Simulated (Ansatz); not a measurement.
## Si (diamond structure), cut as [110] fin, 0.41 nm along [001] by 0.39 nm along [1-10], dimers on {100} faces, Cl-ended

All values below come from PBE (plane waves to 420 eV, PAW; Ansatz, an electronic-structure program).

k-points: Γ-centred 1×1×4 mesh; occupations: Fermi-Dirac, 0.020 eV; spin polarisation not allowed. Spin-orbit coupling is left out.

 The relaxation kept the symmetry of its start, so a lower minimum of less symmetry isn't excluded. The period along the axis is held at the bulk value.

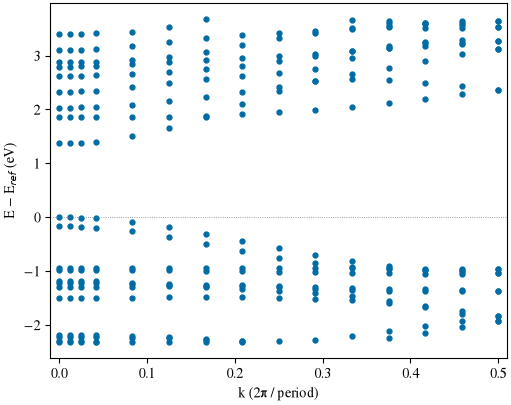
Figure. Levels along the axis at 15 k-points, drawn as points, zero at the top of the valence band

Electronic character: not metallic; Kohn-Sham band gap: 1.37 eV. Only levels within the plotted window are shown.
